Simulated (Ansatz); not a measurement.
# NiGe: energy against volume

The task, for NiGe: follow energy and moments against volume.

Program: Ansatz 0.2.0. Level of theory: DFT PBEsol, scalar-relativistic, plane waves, PAW. These are calculated values, not measurements.

**1. The structure to begin with**

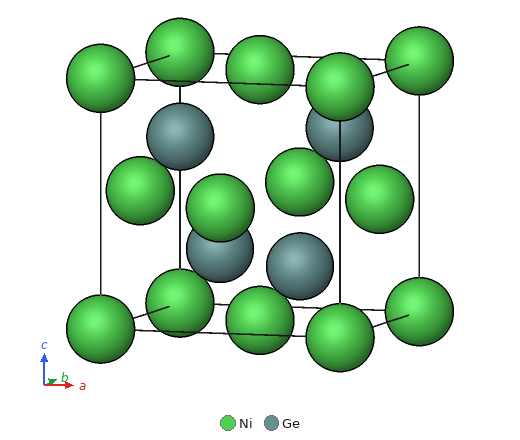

The starting structure, seen slightly off an axis (nickel green, germanium teal). Atoms on the faces are drawn again on the opposite ones. The cell drawn here is the conventional one.

Coordinates:

```xyz
2
Lattice="0.0000 2.6211 2.6211 2.6211 0.0000 2.6211 2.6211 2.6211 0.0000" Properties=species:S:1:pos:R:3 pbc="T T T"
Ni    0.0000    0.0000    0.0000
Ge    1.3105    1.3105    1.3105
```

It is the result of an earlier relaxation at this level (volume 18.01 Å³/atom; gap on the mesh: none (metal)).

The structure is invented: a known structure type filled with these elements, not a reported compound.

**2. V/V0 = 1.06, start: large parallel starting moments**

input.yaml

```yaml
crystal:
  lattice:
    - [0.0, 2.6724718804, 2.6724718804]
    - [2.6724718804, 0.0, 2.6724718804]
    - [2.6724718804, 2.6724718804, 0.0]
  atoms:
    - { symbol: Ni, position: [0.0, 0.0, 0.0], spin: 2.5 }
    - { symbol: Ge, position: [0.25, 0.25, 0.25] }
basis:
  ecutwfc: 420
kpoints:
  mp_grid: { grid: [14, 14, 14] }
hamiltonian:
  xc: pbesol
scf:
  occupations: { method: gaussian, width: 0.1 }
  lower_state_search: "off"
output:
  forces: true
  stress: true
  eigenvalues: true
  populations: true
magnetization:
  spin_polarized: true
```

Started as:

```
$ ansatz run input.yaml --threads 1 --pin off --max-ram 2560MiB --backend cpu --events-out ev --progress --plain --runs-dir out
```

The log of the run, cut to the lines that bear on the results:

```text
Warning: RAYON_NUM_THREADS=1 ignored (pool sized by the plan → 1); use --threads N
[...]
Pseudopotentials: kind: paw
Pseudopotential: Ni, paw, valence charge 18, recommended cutoff 420 eV (normal), Ni.paw.azcp
Pseudopotential: Ge, paw, valence charge 14, recommended cutoff 420 eV (normal), Ge.paw.azcp
Functional definition: PBEsol
[...]
Crystal: 2 atoms, lattice volume = 38.174 Å³
Basis set: ecut = 420 eV, 725 PW (Γ), exchange–correlation on 54×54×54 points (8 copies of the dense FFT grid, shifted against one another)
Bands: 22, of which v1, the nominal top of the filled ones, is band 16 counted from 1 (15 counted from 0)
Symmetry: 24 space group operations
Space group: F-43m (ITA 216), of the structure as read, at distance tolerance 3.4e-5 Å
Magnetic group: BNS 216.74 (UNI 1576), of the structure as read, at distance tolerance 3.4e-5 Å
k-points: 104 of 2744 (time reversal used)
[...]
Starting moments: Σ|m| = 2.5 μB on 1 of 2 sites
[...]
SCF iter   1: F=—  HF=-10057.717077 eV  |F-HF|=—  |Δ(HF+E_count)|=         —  Δρ=2.19e-1 (↑8.08e-2 ↓2.19e-1)  dr2=6.95e0  dr2_m=7.71e0  M=0.335 μB ∫|m|=0.484 μB  β_m=0.30  ethr=3.10e-3  ⟨swp⟩=5.6  Hψ=19223  notcnv=0
[...]
spin=Collinear: Kerker preconditioning applied to the charge; magnetization (m = ρ↑ − ρ↓) channel mixes plain (no charge-response kernel on spin).
[...]
spin-set hold released at iteration 7 (site moments contracting): the magnetisation degrees of freedom join the quasi-Newton model from the next iteration; the mixer history was flushed
[...]
SCF iter  17: F=-10057.810245 eV  HF=-10057.810245 eV  |F-HF|=1.56e-10  |Δ(HF+E_count)|=  5.24e-10  Δρ=6.61e-7 (↑6.61e-7 ↓1.99e-7)  dr2=2.43e-10  dr2_m=2.67e-11  M=-0.000 μB ∫|m|=0.000 μB  ethr=4.64e-11  ⟨swp⟩=1.9  Hψ=11518  notcnv=0
WARN: the starting moments were not kept: the SCF closed with an absolute magnetisation of 5.3e-6 μB, where they sum to 2.5 μB in size (1 site). That is at most 0.1 of that sum. Measured as dr2_m measures the in/out step, that magnetisation stands 2.3e-11 eV from none, at or under the [...]
SCF converged after 17 iterations
Magnetization: -0.0000 μB (16.0000 up, 16.0000 down)
Absolute magnetization: 0.0000 μB (∫|ρ↑−ρ↓|, with the PAW one-centre terms)
Spin contamination: 0.0000 ħ² per cell (⟨S²⟩ above its minimum at these occupations)
Per-site moments (μB) at R_I (Å): [(-2.6558821694228756e-6, 0.9547017724719619), (7.300639288308751e-7, 0.9547017724719619)]
Free energy (F): -10057.810245 eV
[...]
E sigma→0 (E₀):  -10057.807686 eV
Entropy (-TS):   -0.005118 eV (-2.559 meV/atom)
Fermi energy:    9.164430 eV
[...]
--- Forces (eV/Å), atoms counted from 1 ---
  atom   1  Ni     0.00000000     0.00000000    -0.00000000
  atom   2  Ge    -0.00000000     0.00000000     0.00000000
[...]
--- Stress (GPa, compression-positive) ---
       -4.953679       0.000000       0.000000
        0.000000      -4.953679      -0.000000
        0.000000      -0.000000      -4.953679
  P = ⅓ Tr σ = -4.9537 GPa (-49.537 kbar)
--- Band table (eV; the first three rows and the last of 208) ---
  k-point 0 ↑: bands = ["-93.5994", "-54.1613", "-54.1613", "-54.1613", "-15.0064", "-15.0064", "-15.0064", "-14.9803", "-14.9803", "-1.2517", "6.5257", "6.5257", "6.5257", "7.5348", "7.5348", "14.1341", "14.1341", "14.1341", "15.7616", "16.9213", "16.9213", "16.9213"]
[...]
--- Löwdin populations: 2 sites ---
  site symbol       q [e]    m [muB]
     0     Ni     17.5826    -0.0000
     1     Ge     14.2651     0.0000
  spilling = 0.004761 (of n_electrons = 32.000000)
```

Wall time 39 s (1 thread of Arm Neoverse V1, shared host); peak memory 0.43 GiB.

Read-out: -5028.9038 eV/atom at zero smearing, pressure -4.95 GPa and no gap on the mesh. The moments have vanished. The log warns that the starting moments were lost.

**3. V/V0 = 1.12, start: large parallel starting moments**

Changes to input.yaml since step 2:

```diff
@@ -2,5 +2,5 @@
   lattice:
-    - [0.0, 2.6724718804, 2.6724718804]
-    - [2.6724718804, 0.0, 2.6724718804]
-    - [2.6724718804, 2.6724718804, 0.0]
+    - [0.0, 2.721973316, 2.721973316]
+    - [2.721973316, 0.0, 2.721973316]
+    - [2.721973316, 2.721973316, 0.0]
   atoms:
@@ -22,2 +22,6 @@
   populations: true
+  write_density: true
+  write_potential: true
+  elf: true
+  volumetric_format: npy
 magnetization:
```

Started as:

```
$ ansatz run input.yaml --threads 1 --pin off --max-ram 2560MiB --backend cpu --events-out ev --progress --plain --runs-dir out
```

The log of the run, cut to the lines that bear on the results:

```text
Warning: RAYON_NUM_THREADS=1 ignored (pool sized by the plan → 1); use --threads N
[...]
[... 4 set-up lines as earlier in the session ...]
[...]
Crystal: 2 atoms, lattice volume = 40.335 Å³
Basis set: ecut = 420 eV, 749 PW (Γ), exchange–correlation on 54×54×54 points (8 copies of the dense FFT grid, shifted against one another)
Bands: 22, of which v1, the nominal top of the filled ones, is band 16 counted from 1 (15 counted from 0)
[... 2 set-up lines as earlier in the session ...]
Magnetic group: BNS 216.74 (UNI 1576), of the structure as read, at distance tolerance 3.4e-5 Å
k-points: 104 of 2744 (time reversal used)
[...]
Starting moments: Σ|m| = 2.5 μB on 1 of 2 sites
[...]
WARN: the starting moments were not kept: the SCF closed with an absolute magnetisation of 1.0e-6 μB, where they sum to 2.5 μB in size (1 site). That is at most 0.1 of that sum. Measured as dr2_m measures the in/out step, that magnetisation stands 7.0e-13 eV from none, at or under the [...]
SCF converged after 18 iterations
Magnetization: 0.0000 μB (16.0000 up, 16.0000 down)
Absolute magnetization: 0.0000 μB (∫|ρ↑−ρ↓|, with the PAW one-centre terms)
Spin contamination: 0.0000 ħ² per cell (⟨S²⟩ above its minimum at these occupations)
Per-site moments (μB) at R_I (Å): [(-4.669843552709321e-7, 0.9723854415327392), (1.4029724304501124e-7, 0.9723854415327392)]
Free energy (F): -10057.718318 eV
[...]
E sigma→0 (E₀):  -10057.715636 eV
Entropy (-TS):   -0.005365 eV (-2.682 meV/atom)
Fermi energy:    8.424532 eV
[...]
--- Forces (eV/Å), atoms counted from 1 ---
  atom   1  Ni     0.00000000     0.00000000     0.00000000
  atom   2  Ge    -0.00000000     0.00000000    -0.00000000
[...]
--- Stress (GPa, compression-positive) ---
       -8.474517       0.000000       0.000000
        0.000000      -8.474517      -0.000000
        0.000000      -0.000000      -8.474517
  P = ⅓ Tr σ = -8.4745 GPa (-84.745 kbar)
--- Band table (eV; the first three rows and the last of 208) ---
[... band rows left out ...]
[...]
--- Löwdin populations: 2 sites ---
  site symbol       q [e]    m [muB]
     0     Ni     17.5793    -0.0000
     1     Ge     14.2713     0.0000
  spilling = 0.004669 (of n_electrons = 32.000000)
```

It took 49 s on 1 thread of Arm Neoverse V1, shared host; peak memory 0.44 GiB.

Per atom:

| atom | Löwdin electrons |
| --- | --- |
| Ni1 | 17.58 |
| Ge2 | 14.27 |

Axes a, b and c in the maps are those of this run's conventional cell (a, b, c = 5.444, 5.444, 5.444 Å).

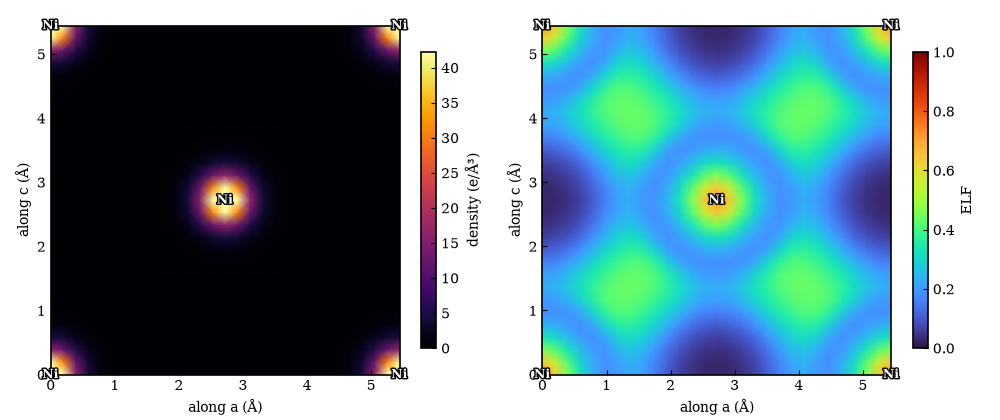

Density (left) and ELF (right) in a lattice plane of the grid's cell (edges 5.44 and 5.44 Å, at 0.000 of the third edge), which holds Ni. Only atoms in the plane are labelled; the density scale stops at 42.24 e/Å³. Both are smooth fields of the valence electrons: close to the nuclei they are not physical.

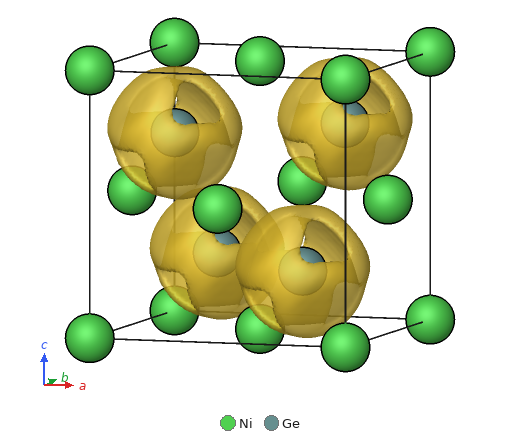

Surface of ELF = 0.44, drawn in one cell.

Outside the cores ELF peaks at 0.50 beside Ge, off the lines to its neighbours, 1.1 Å from Ge.

This run gives -5028.8578 eV/atom at zero smearing, pressure -8.47 GPa and no gap on the mesh. The moments have vanished. The log warns that the starting moments were lost.

**4. V/V0 = 1.2, start: large parallel starting moments**

Changes to input.yaml since step 3:

```diff
@@ -2,5 +2,5 @@
   lattice:
-    - [0.0, 2.721973316, 2.721973316]
-    - [2.721973316, 0.0, 2.721973316]
-    - [2.721973316, 2.721973316, 0.0]
+    - [0.0, 2.7852975974, 2.7852975974]
+    - [2.7852975974, 0.0, 2.7852975974]
+    - [2.7852975974, 2.7852975974, 0.0]
   atoms:
@@ -22,6 +22,2 @@
   populations: true
-  write_density: true
-  write_potential: true
-  elf: true
-  volumetric_format: npy
 magnetization:
```

Started as:

```
$ ansatz run input.yaml --threads 1 --pin off --max-ram 2560MiB --backend cpu --events-out ev --progress --plain --runs-dir out
```

The log of the run, cut to the lines that bear on the results:

```text
Warning: RAYON_NUM_THREADS=1 ignored (pool sized by the plan → 1); use --threads N
[...]
[... 4 set-up lines as earlier in the session ...]
[...]
Crystal: 2 atoms, lattice volume = 43.216 Å³
Basis set: ecut = 420 eV, 869 PW (Γ), exchange–correlation on 54×54×54 points (8 copies of the dense FFT grid, shifted against one another)
Bands: 22, of which v1, the nominal top of the filled ones, is band 16 counted from 1 (15 counted from 0)
[... 1 set-up line as earlier in the session ...]
Space group: F-43m (ITA 216), of the structure as read, at distance tolerance 3.5e-5 Å
Magnetic group: BNS 216.74 (UNI 1576), of the structure as read, at distance tolerance 3.5e-5 Å
k-points: 104 of 2744 (time reversal used)
[...]
Starting moments: Σ|m| = 2.5 μB on 1 of 2 sites
[...]
WARN: the starting moments were not kept: the SCF closed with an absolute magnetisation of 4.2e-6 μB, where they sum to 2.5 μB in size (1 site). That is at most 0.1 of that sum. Measured as dr2_m measures the in/out step, that magnetisation stands 4.7e-12 eV from none, at or under the [...]
SCF converged after 19 iterations
Magnetization: -0.0000 μB (16.0000 up, 16.0000 down)
Absolute magnetization: 0.0000 μB (∫|ρ↑−ρ↓|, with the PAW one-centre terms)
Spin contamination: 0.0000 ħ² per cell (⟨S²⟩ above its minimum at these occupations)
Per-site moments (μB) at R_I (Å): [(1.0385966293764755e-6, 0.9950071215348668), (-7.592516448138821e-7, 0.9950071215348668)]
Free energy (F): -10057.535626 eV
[...]
E sigma→0 (E₀):  -10057.532608 eV
Entropy (-TS):   -0.006036 eV (-3.018 meV/atom)
Fermi energy:    7.560368 eV
[...]
--- Forces (eV/Å), atoms counted from 1 ---
  atom   1  Ni     0.00000000     0.00000000    -0.00000000
  atom   2  Ge    -0.00000000     0.00000000     0.00000000
[...]
--- Stress (GPa, compression-positive) ---
      -11.592119      -0.000000       0.000000
        0.000000     -11.592119      -0.000000
        0.000000      -0.000000     -11.592119
  P = ⅓ Tr σ = -11.5921 GPa (-115.921 kbar)
--- Band table (eV; the first three rows and the last of 208) ---
[... band rows left out ...]
[...]
--- Löwdin populations: 2 sites ---
  site symbol       q [e]    m [muB]
     0     Ni     17.5774     0.0000
     1     Ge     14.2772    -0.0000
  spilling = 0.004545 (of n_electrons = 32.000000)
```

It took 45 s on 1 thread of Arm Neoverse V1, shared host; peak memory 0.45 GiB.

Result: -5028.7663 eV/atom at zero smearing, pressure -11.59 GPa and no gap on the mesh. The moments have vanished. The log warns that the starting moments were lost.

**5. V/V0 = 1.3, start: large parallel starting moments**

Changes to input.yaml since step 4:

```diff
@@ -2,5 +2,5 @@
   lattice:
-    - [0.0, 2.7852975974, 2.7852975974]
-    - [2.7852975974, 0.0, 2.7852975974]
-    - [2.7852975974, 2.7852975974, 0.0]
+    - [0.0, 2.860612113, 2.860612113]
+    - [2.860612113, 0.0, 2.860612113]
+    - [2.860612113, 2.860612113, 0.0]
   atoms:
@@ -22,2 +22,6 @@
   populations: true
+  write_density: true
+  write_potential: true
+  elf: true
+  volumetric_format: npy
 magnetization:
```

Started as:

```
$ ansatz run input.yaml --threads 1 --pin off --max-ram 2560MiB --backend cpu --events-out ev --progress --plain --runs-dir out
```

The log of the run, cut to the lines that bear on the results:

```text
Warning: RAYON_NUM_THREADS=1 ignored (pool sized by the plan → 1); use --threads N
[...]
[... 4 set-up lines as earlier in the session ...]
[...]
Crystal: 2 atoms, lattice volume = 46.817 Å³
Basis set: ecut = 420 eV, 941 PW (Γ), exchange–correlation on 60×60×60 points (8 copies of the dense FFT grid, shifted against one another)
Bands: 22, of which v1, the nominal top of the filled ones, is band 16 counted from 1 (15 counted from 0)
[... 1 set-up line as earlier in the session ...]
Space group: F-43m (ITA 216), of the structure as read, at distance tolerance 3.6e-5 Å
Magnetic group: BNS 216.74 (UNI 1576), of the structure as read, at distance tolerance 3.6e-5 Å
k-points: 104 of 2744 (time reversal used)
[...]
Starting moments: Σ|m| = 2.5 μB on 1 of 2 sites
[...]
WARN: the starting moments were not kept: the SCF closed with an absolute magnetisation of 2.6e-6 μB, where they sum to 2.5 μB in size (1 site). That is at most 0.1 of that sum. Measured as dr2_m measures the in/out step, that magnetisation stands 3.2e-12 eV from none, at or under the [...]
SCF converged after 21 iterations
Magnetization: 0.0000 μB (16.0000 up, 16.0000 down)
Absolute magnetization: 0.0000 μB (∫|ρ↑−ρ↓|, with the PAW one-centre terms)
Spin contamination: 0.0000 ħ² per cell (⟨S²⟩ above its minimum at these occupations)
Per-site moments (μB) at R_I (Å): [(-9.077178275379756e-7, 1.0219121385954861), (3.7261006047858617e-7, 1.0219121385954861)]
Free energy (F): -10057.247526 eV
[...]
E sigma→0 (E₀):  -10057.243873 eV
Entropy (-TS):   -0.007305 eV (-3.653 meV/atom)
Fermi energy:    6.636613 eV
[...]
--- Forces (eV/Å), atoms counted from 1 ---
  atom   1  Ni     0.00000000     0.00000000     0.00000000
  atom   2  Ge    -0.00000000     0.00000000    -0.00000000
[...]
--- Stress (GPa, compression-positive) ---
      -13.789816      -0.000000      -0.000000
       -0.000000     -13.789816      -0.000000
        0.000000      -0.000000     -13.789816
  P = ⅓ Tr σ = -13.7898 GPa (-137.898 kbar)
--- Band table (eV; the first three rows and the last of 208) ---
[... band rows left out ...]
[...]
--- Löwdin populations: 2 sites ---
  site symbol       q [e]    m [muB]
     0     Ni     17.5780    -0.0000
     1     Ge     14.2815     0.0000
  spilling = 0.004393 (of n_electrons = 32.000000)
```

Run time: 56 s. Hardware: 1 thread of Arm Neoverse V1, shared host; peak memory 0.47 GiB.

By site:

| atom | Löwdin electrons |
| --- | --- |
| Ni1 | 17.58 |
| Ge2 | 14.28 |

The maps below are laid out on this run's own conventional cell (a, b, c = 5.721, 5.721, 5.721 Å).

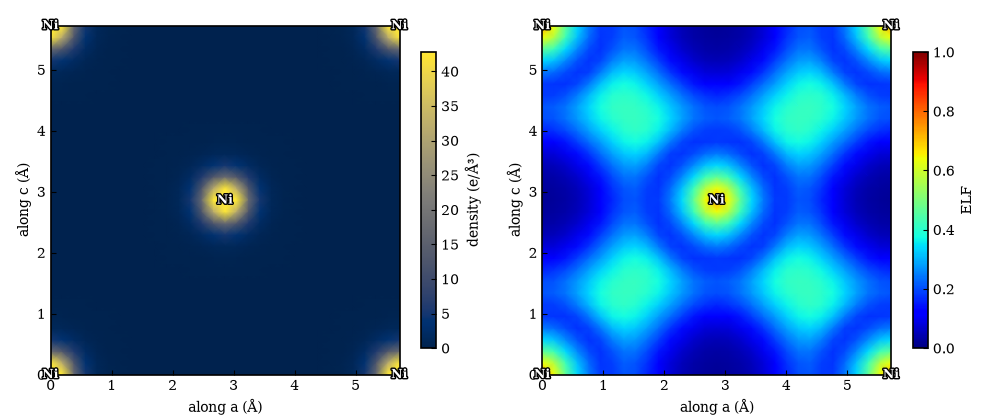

Density (left) and ELF (right) in a lattice plane of the grid's cell (edges 5.72 and 5.72 Å, at 0.000 of the third edge), which holds Ni. Only atoms in the plane are labelled; the density scale stops at 42.79 e/Å³. Both are smooth fields of the valence electrons: close to the nuclei they are not physical.

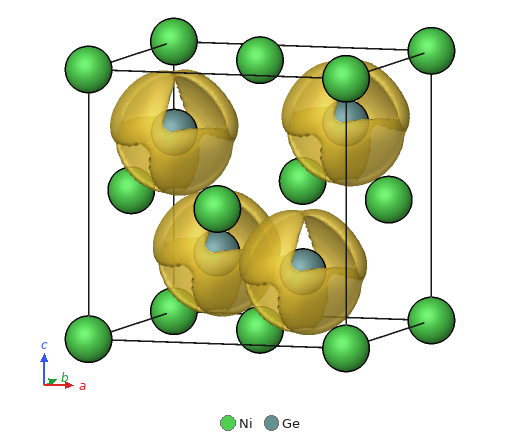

Surface of ELF = 0.47, drawn in one cell.

Outside the cores ELF peaks at 0.53 on the Ge–Ni line, 1.2 Å from Ge.

Result: -5028.6219 eV/atom at zero smearing, pressure -13.79 GPa and no gap on the mesh. The moments have vanished. The log warns that the starting moments were lost.

**6. The sweep of the volume side by side**

The cell is scaled evenly at fixed fractional positions; V0 is the volume of the base cell. Start: large parallel starting moments.

| V/V0 | energy above the lowest (meV/atom) | pressure (GPa) |
| --- | --- | --- |
| 1.06 | 0.00 | -5.0 |
| 1.12 | 46.0 | -8.5 |
| 1.20 | 138 | -11.6 |
| 1.30 | 282 | -13.8 |

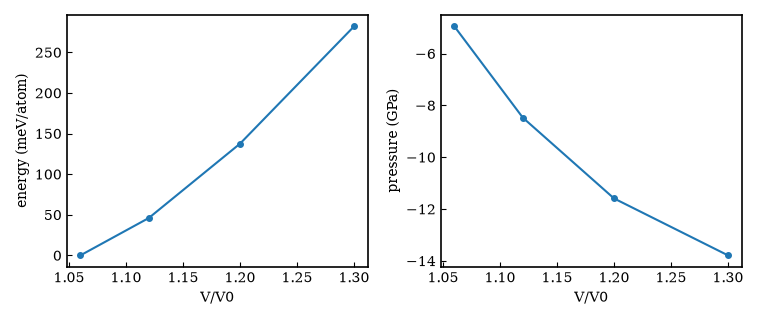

Energy above the lowest point and pressure against volume.

**7. Outcome**

| quantity | value |
| --- | --- |
| lowest point, start “large parallel starting moments” | V/V0 = 1.06 |

In words: For the start “large parallel starting moments” the lowest point lies at V/V0 = 1.06, the smallest volume tried; all points are expanded cells, and the minimum lies below them. From this start no run keeps a moment; that shows where this start leads, and other orders were not tried at these volumes.
